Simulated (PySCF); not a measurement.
Si(GeH3)(Me)3, SMILES C[Si]([GeH3])(C)C (C3H12GeSi) at its GFN2-xTB optimised geometry (Å):

```
17

C      1.0593    -1.3618     2.6765
Si    -0.2798    -0.4207     1.6975
C     -1.4861    -1.6645     0.9004
C     -1.2366     0.7400     2.8699
Ge     0.7516     0.8621     0.0000
H      0.6299    -1.9701     3.4669
H      1.7615    -0.6710     3.1352
H      1.6261    -2.0198     2.0236
H     -2.2539    -1.1485     0.3305
H     -1.9838    -2.2788     1.6448
H     -0.9630    -2.3294     0.2187
H     -1.7284     0.1924     3.6683
H     -0.5689     1.4644     3.3282
H     -1.9996     1.2935     2.3295
H      2.2539     0.8621     0.0000
H      0.4291     0.4608    -1.4114
H      0.4290     2.3294     0.0000
```

Calculation: PySCF with B3LYP/def2-SVP. Cells within 0.4 Å of a nucleus heavier than hydrogen are left out (blank, or x).

Map of the log10 of the electron density (e/bohr³), floored at −4 on the plane z = 1.5 Å:

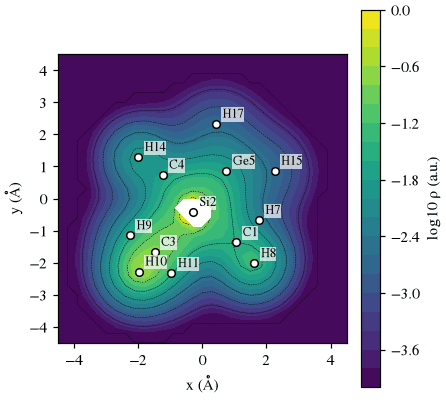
Log10 of the electron density (e/bohr³), floored at −4 on the plane z = 1.5 Å.
